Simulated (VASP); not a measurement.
Band structure of SnGe (relaxed from the WC structure, space group P-6m2). Level of theory: PBEsol GGA, VASP's PBE PAW potentials (set 64) (plane waves; VASP).

Unless said otherwise, spin-orbit coupling is left out, though it shifts the bands of the heavy elements here.

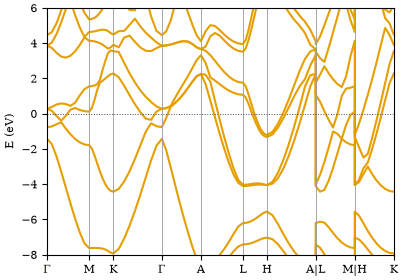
Bands along high-symmetry lines, zero at the valence-band maximum or, without a gap, the Fermi level

Task: Read the plot: is there a gap, and where are the band edges?

Result: It has no gap at this level: it comes out as a metal or semimetal. (Edges off the drawn lines would not show.)

The structure was generated: SnGe was put into the WC type (P-6m2), which need not be its known phase. It was relaxed first, which changed the volume by +12 %.
